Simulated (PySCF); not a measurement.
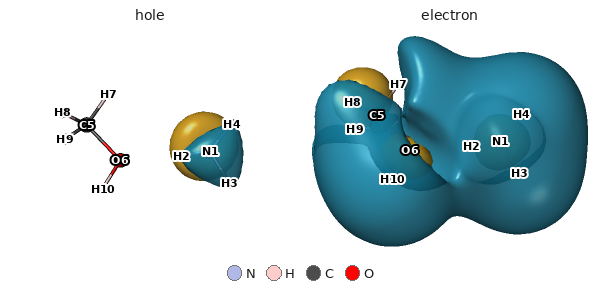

CH₇NO, SMILES `N.CO`. Leading natural transition orbital pair of S₁ (TDA singlet states); the surfaces enclose about 78 % of each orbital's density.

Method: PBE0/def2-SVP; geometry: GFN2-xTB; program: PySCF. The pair's geometry is semi-empirical, so its contact may be too short or too long. Without diffuse functions Rydberg states are missing, so the states' numbers hold for this basis only.

Input

```python
import numpy as np
from pyscf import gto, scf, dft, tdscf
from pyscf.scf import atom_ks, atom_hf
from scipy.linalg import block_diag

def solve(mol, dm0=None, hcore=None):
    mf = (dft.UKS if mol.spin else dft.RKS)(mol, xc='pbe0')
    mf.grids.level = 3
    mf = mf.density_fit(auxbasis='def2-universal-jkfit')
    mf.conv_tol, mf.max_cycle = 1e-8, 80
    if hcore is not None:
        mf.get_hcore = lambda *args: hcore
    mf.kernel(dm0)
    if not mf.converged:
        mf = mf.newton().run(mf.mo_coeff, mf.mo_occ, max_cycle=30)
    assert mf.converged, 'SCF not converged'
    return mf

mol = gto.M(atom='''
N     -2.21862    -0.19362    -0.09085
H     -1.25309     0.11700    -0.05548
H     -2.78075     0.61013    -0.34563
H     -2.48062    -0.45274     0.85327
C      1.52154    -0.52949    -0.04493
O      0.81700     0.67988     0.12491
H      0.92996    -1.30356     0.43977
H      2.50983    -0.48594     0.42364
H      1.63524    -0.78144    -1.10359
H      1.30458     1.38980    -0.30569
''', basis='def2-svp', charge=0, spin=0, verbose=4)
mf = solve(mol)
td = mf.TDA()
td.nstates, td.singlet, td.conv_tol = 5, True, 1e-5
td.kernel()
td.analyze()
x, y = np.array([p[0] for p in td.xy]), np.array([p[1] + 0 * p[0] for p in td.xy])
f, mu = td.oscillator_strength(), td.transition_dipole()
nto = [td.get_nto(state=i + 1, verbose=4) for i in range(len(td.e))]
# spherically averaged free atoms, for the promolecule
atm = atom_ks.get_atm_nrks(mol, xc='pbe0')
pro = block_diag(*[(atm[a[0]][2] * atm[a[0]][3]) @ atm[a[0]][2].T for a in mol._atom])
np.savez('result.npz', e=td.e, f=f, ok=td.converged, w=[n[0] for n in nto], nto=[n[1] for n in nto], x=x, y=y, c=mf.mo_coeff, occ=mf.mo_occ, eps=mf.mo_energy, pro=pro, mu=mu)
```

Run with:

```sh
OMP_NUM_THREADS=1 python input.py
```

The run took 66 s on 1 thread of Arm Neoverse V1, on a shared host, peak memory 0.47 GiB.

Where does the state lie, and where do hole and electron sit?

Answer. 6.86 eV (181 nm), f = 0.017, partly diffuse acceptor orbital, which a basis without diffuse functions describes poorly; the leading pair carries 100 %; hole on N1 (81 %) and H2, H3 and H4 (6 % each), electron on H10 (20 %), H3 and H4 (12 % each) and N1 (11 %) (atom shares of so diffuse an orbital are rough); their centroids lie 2.1 Å apart. In canonical orbitals it is mainly HOMO → LUMO (86 %). The HOMO–LUMO gap is 7.98 eV.
